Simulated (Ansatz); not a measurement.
# Ga: response to strain

Aim: deform Ga (equal xy, yz and zx engineering shear strains of +1 %) and compute stress, forces and field gradients with LAPW, PAW and all-electron datasets made for the crystal.

Method: DFT PBEsol, scalar-relativistic, in Ansatz 0.2.0.

**1. Starting point**

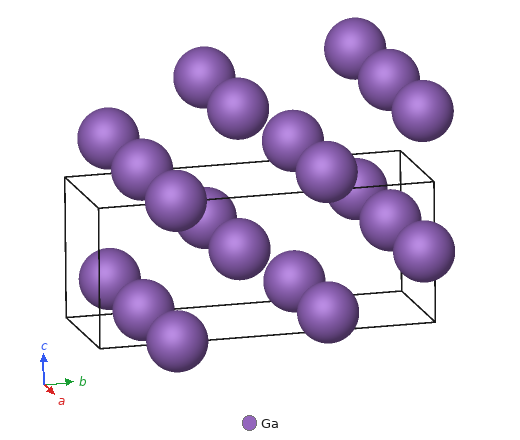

Start, viewed slightly off an axis; gallium purple. 2×1×2 cells are drawn. The cell drawn here is the conventional one.

Structure file:

```
Ga
1.0
     1.38300   -4.02650    0.00000
     1.38300    4.02650    0.00000
    -0.11745    0.00000    3.32993
Ga
2
Direct
  0.86900 0.13100 0.25000
  0.13100 0.86900 0.75000
```

Atoms are numbered in the order of the input: Ga1, Ga2.

**2. After the deformation**

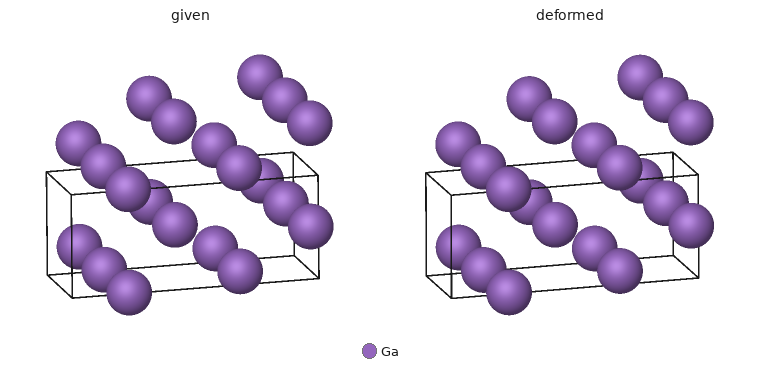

Given and deformed, at one scale.

Space group C2/c before, P-1 after.

**3. Full-potential LAPW**

Contents of input.yaml:

```yaml
crystal:
  lattice:
    - [1.3628675, -4.019585, -0.0132175]
    - [1.4031325, 4.033415, 0.0270475]
    - [-0.10080035, 0.0160624, 3.32934275]
  atoms:
    - { symbol: Ga, position: [0.869, 0.131, 0.25] }
    - { symbol: Ga, position: [0.131, 0.869, 0.75] }
kpoints:
  mp_grid: { grid: [14, 14, 11] }
  band_path:
    path:
      - [0.0, 0.0, 0.0]
      - [0.5, -0.5, 0.0]
      - [0.0, 0.0, -0.5]
      - [0.0, 0.0, 0.0]
      - [0.0, 0.5, 0.0]
      - [0.5, 0.0, -0.5]
      - [0.0, 0.0, 0.0]
      - [0.0, 0.5, -0.5]
      - [0.5, 0.0, 0.0]
    npoints: 5
scf:
  occupations: { method: fermi_dirac, width: 0.03 }
hamiltonian:
  xc: pbesol
  pseudopotentials: { kind: all_electron, lapw: { basis_error: 0.0005 } }
output:
  forces: true
  stress: true
  eigenvalues: true
```

On the command line:

```sh
> ansatz run input.yaml --threads 1 --pin off --max-ram 3072MiB --backend cpu --events-out ev --progress --plain --runs-dir out
```

Log, shortened:

```text
LAPW: plane waves up to 8.573 Å⁻¹, error target 5.0e-4 eV per atom; small_component_spin mean_spin; Ga in spheres of 1.338 Å, 21 of its electrons in bands, Dirac shells []
[...]
Pseudopotentials: kind: all_electron
Pseudopotential: Ga, LAPW, valence charge 21, Koelling and Harmon's equation, gaussian nucleus
Functional definition: PBEsol
[...]
Crystal: 2 atoms, lattice volume = 37.084 Å³
Basis set: ecut = 280.0068338893722 eV, 389 PW (Γ), FFT grids on a1+a2, −a1, a3, exchange–correlation at level 2
Bands: 26, of which v1, the nominal top of the filled ones, is band 21 counted from 1 (20 counted from 0)
Symmetry: 2 space group operations
Space group: P-1 (ITA 2), of the structure as read, at distance tolerance 3.3e-5 Å
k-points: 1080 of 2156
[...]
SCF iter   1: F=—  HF=-105720.141435 eV  |F-HF|=—  |Δ(HF+E_count)|=         —  Δρ=1.28e-2  dr2=3.72e-2  ethr=8.84e-5  ⟨swp⟩=3.0  Hψ=188959  notcnv=0
[...]
SCF iter   8: F=-105720.060042 eV  HF=-105720.060042 eV  |F-HF|=2.43e-9  |Δ(HF+E_count)|=   8.03e-9  Δρ=3.64e-6  dr2=6.59e-9  ethr=2.52e-10  ⟨swp⟩=2.0  Hψ=78947  notcnv=0
[...]
NSCF: frozen V_eff on 41 k-points
SCF converged after 8 iterations
Free energy (F): -105720.060042 eV
[...]
E sigma→0 (E₀):  -105720.059038 eV
Entropy (-TS):   -0.002009 eV (-1.004 meV/atom)
Fermi energy:    11.830677 eV
[...]
--- Forces (eV/Å), atoms counted from 1 ---
  atom   1  Ga     0.00363450     0.18363294    -0.00781648
  atom   2  Ga    -0.00363450    -0.18363294     0.00781648
[...]
--- Stress (GPa, compression-positive) ---
       -1.851017      -0.306136      -0.178897
       -0.306136      -1.695979      -0.414105
       -0.178897      -0.414105      -1.905717
  P = ⅓ Tr σ = -1.8176 GPa (-18.176 kbar)
--- Band table (eV; the first three rows and the last of 1080) ---
  k-point 0: bands = ["-131.5484", "-131.5476", "-82.4636", "-82.4589", "-82.4440", "-82.4428", "-82.4424", "-82.4363", "-3.2639", "-3.2543", "-3.2185", "-3.1959", "-2.9188", "-2.9163", "-2.8894", "-2.8842", "-2.8712", "-2.7341", "0.6010", "9.7403", "10.2095", "13.4627", "17.2501", [...]
[...]
```

It took 4 min on 1 thread of Arm Neoverse V1, shared host; peak memory 2.4 GiB.

Result: pressure -1.82 GPa; no gap; largest force 0.184 eV/Å.

**4. Frozen-core PAW**

Contents of input.yaml:

```yaml
crystal:
  lattice:
    - [1.3628675, -4.019585, -0.0132175]
    - [1.4031325, 4.033415, 0.0270475]
    - [-0.10080035, 0.0160624, 3.32934275]
  atoms:
    - { symbol: Ga, position: [0.869, 0.131, 0.25] }
    - { symbol: Ga, position: [0.131, 0.869, 0.75] }
kpoints:
  mp_grid: { grid: [14, 14, 11] }
scf:
  occupations: { method: fermi_dirac, width: 0.03 }
hamiltonian:
  xc: pbesol
  pseudopotentials: { kind: paw }
output:
  forces: true
  stress: true
  eigenvalues: true
  efg: { contact_densities: true }
```

On the command line:

```sh
> ansatz run input.yaml --threads 1 --pin off --max-ram 3072MiB --backend cpu --events-out ev --progress --plain --runs-dir out
```

Log, shortened:

```text
[...]
Pseudopotentials: kind: paw
Pseudopotential: Ga, paw, valence charge 13, recommended cutoff 420 eV (normal)
[... 1 set-up line as earlier in the session ...]
[...]
Crystal: 2 atoms, lattice volume = 37.084 Å³
Basis set: ecut = 420 eV, 727 PW (Γ), exchange–correlation on 60×60×48 points (8 copies of the dense FFT grid, shifted against one another)
Bands: 17, of which v1, the nominal top of the filled ones, is band 13 counted from 1 (12 counted from 0)
[... 2 set-up lines as earlier in the session ...]
k-points: 1080 of 2156
[...]
SCF iter   1: F=—  HF=-7486.373315 eV  |F-HF|=—  |Δ(HF+E_count)|=         —  Δρ=2.12e-3  dr2=1.33e-3  ethr=1.77e-3  ⟨swp⟩=5.9  Hψ=88208  notcnv=0
[...]
  atom   1  Ga     0.00360470     0.18428969    -0.00787550
  atom   2  Ga    -0.00360470    -0.18428969     0.00787550
[...]
--- Stress (GPa, compression-positive) ---
       -1.883334      -0.305311      -0.178823
       -0.305311      -1.725575      -0.413880
       -0.178823      -0.413880      -1.937876
  P = ⅓ Tr σ = -1.8489 GPa (-18.489 kbar)
--- PAW observables at the nuclei: V_zz in 10²¹ V/m², potentials from the cell's mean, atoms counted from 1 ---
  atom   1  Ga V_zz =    +2.630182   η = 0.4709   by run symmetry: allowed
            electrostatic potential = -4133.092712 V   contact ρ = 187069.592990 e/Å³
  atom   2  Ga V_zz =    +2.630182   η = 0.4709   by run symmetry: allowed
            electrostatic potential = -4133.092712 V   contact ρ = 187069.592990 e/Å³
--- Band table (eV; the first three rows and the last of 1080) ---
  k-point 0: bands = ["-5.3671", "-5.3577", "-5.3215", "-5.2984", "-5.0218", "-5.0197", "-4.9922", "-4.9878", "-4.9746", "-4.8378", "-1.4937", "7.6448", "8.1130", "11.3661", "15.1542", "19.3944", "19.8512"]
[...]
```

Run time: 41 s. Hardware: 1 thread of Arm Neoverse V1, shared host; peak memory 0.78 GiB.

This run gives: pressure -1.85 GPa; no gap; largest force 0.184 eV/Å; Vzz Ga1 2.63 (η = 0.47) (10²¹ V/m²).

**5. Datasets made for this crystal**

input.yaml, as its differences from that of step 4:

```diff
@@ -14,3 +14,3 @@
   xc: pbesol
-  pseudopotentials: { kind: paw }
+  pseudopotentials: { kind: all_electron, datasets: crystal }
 output:
```

On the command line:

```sh
> ansatz run input.yaml --threads 1 --pin off --max-ram 3072MiB --backend cpu --events-out ev --progress --plain --runs-dir out
```

Log, shortened:

```text
[...]
[... 1 set-up line as earlier in the session ...]
Pseudopotential: Ga, paw, valence charge 13, recommended cutoff 260 eV (normal), Koelling and Harmon's equation, gaussian nucleus
[... 1 set-up line as earlier in the session ...]
[...]
Crystal: 2 atoms, lattice volume = 37.084 Å³
Basis set: ecut = 260 eV, 367 PW (Γ), exchange–correlation on 48×48×36 points (8 copies of the dense FFT grid, shifted against one another)
Bands: 17, of which v1, the nominal top of the filled ones, is band 13 counted from 1 (12 counted from 0)
[... 2 set-up lines as earlier in the session ...]
k-points: 1080 of 2156
[...]
SCF iter   1: F=—  HF=-105720.060282 eV  |F-HF|=—  |Δ(HF+E_count)|=         —  Δρ=2.06e-2  dr2=1.56e-1  ethr=6.26e-4  ⟨swp⟩=3.6  Hψ=94546  notcnv=0
[...]
--- Forces (eV/Å), atoms counted from 1 ---
  atom   1  Ga     0.00364044     0.18358956    -0.00782528
  atom   2  Ga    -0.00364044    -0.18358956     0.00782528
[...]
--- Stress (GPa, compression-positive) ---
       -1.850856      -0.306201      -0.178857
       -0.306201      -1.695400      -0.414182
       -0.178857      -0.414182      -1.904994
  P = ⅓ Tr σ = -1.8171 GPa (-18.171 kbar)
--- PAW observables at the nuclei: V_zz in 10²¹ V/m², potentials from the cell's mean, atoms counted from 1 ---
  atom   1  Ga V_zz =    +2.650878   η = 0.4668   by run symmetry: allowed
            electrostatic potential = -4131.463610 V   contact ρ = 187137.601070 e/Å³
  atom   2  Ga V_zz =    +2.650878   η = 0.4668   by run symmetry: allowed
            electrostatic potential = -4131.463610 V   contact ρ = 187137.601070 e/Å³
--- Band table (eV; the first three rows and the last of 1080) ---
  k-point 0: bands = ["-3.2637", "-3.2538", "-3.2184", "-3.1962", "-2.9190", "-2.9159", "-2.8896", "-2.8838", "-2.8710", "-2.7339", "0.6011", "9.7403", "10.2095", "13.4628", "17.2501", "21.4975"]
[...]
```

It took 1.8 min on 1 thread of Arm Neoverse V1, shared host; peak memory 1.5 GiB.

Read from it: pressure -1.82 GPa; no gap; largest force 0.184 eV/Å; Vzz Ga1 2.65 (η = 0.47) (10²¹ V/m²).

**6. Side by side**

Stress (GPa, compression positive):

| method | xx | yy | zz | yz | xz | xy |
| --- | --- | --- | --- | --- | --- | --- |
| LAPW | -1.85 | -1.70 | -1.91 | -0.41 | -0.18 | -0.31 |
| PAW | -1.88 | -1.73 | -1.94 | -0.41 | -0.18 | -0.31 |
| crystal datasets | -1.85 | -1.70 | -1.90 | -0.41 | -0.18 | -0.31 |

Forces (eV/Å):

| atom | LAPW x | LAPW y | LAPW z | PAW x | PAW y | PAW z | crystal datasets x | crystal datasets y | crystal datasets z |
| --- | --- | --- | --- | --- | --- | --- | --- | --- | --- |
| Ga1 | 0.004 | 0.184 | -0.008 | 0.004 | 0.184 | -0.008 | 0.004 | 0.184 | -0.008 |
| Ga2 | -0.004 | -0.184 | 0.008 | -0.004 | -0.184 | 0.008 | -0.004 | -0.184 | 0.008 |

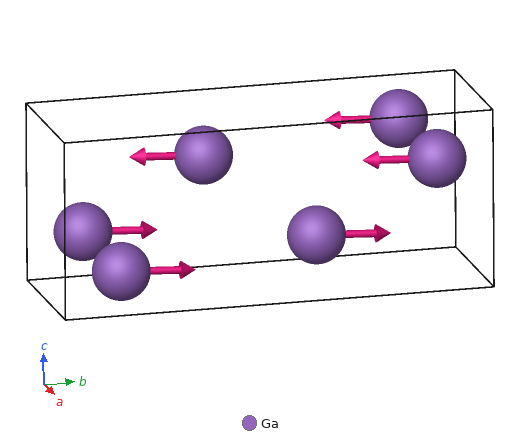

Forces of the LAPW run as arrows; the longest is 0.184 eV/Å.

| method | pressure (GPa) | largest force (eV/Å) | Vzz Ga1 (10²¹ V/m²) | SCF cycles, all passes |
| --- | --- | --- | --- | --- |
| LAPW | -1.82 | 0.184 | – | 8 |
| PAW | -1.85 | 0.184 | 2.63 | 7 |
| crystal datasets | -1.82 | 0.184 | 2.65 | 8 |

**7. Results**

| quantity | value |
| --- | --- |
| pressure | LAPW -1.82, PAW -1.85, crystal datasets -1.82 GPa |
| largest shear or deviatoric stress (LAPW) | 0.41 GPa |

**Reading.** The largest part of the stress beyond the pressure is 0.41 GPa in size, in the yz component; the atoms are carried along and not relaxed. No run of the undeformed cell stands beside it, so the pressure holds what the given cell had before the change. PAW: stress within 0.03 GPa of LAPW, forces within 1 meV/Å. Crystal datasets: stress within 0.01 GPa of LAPW, forces within 1 meV/Å.
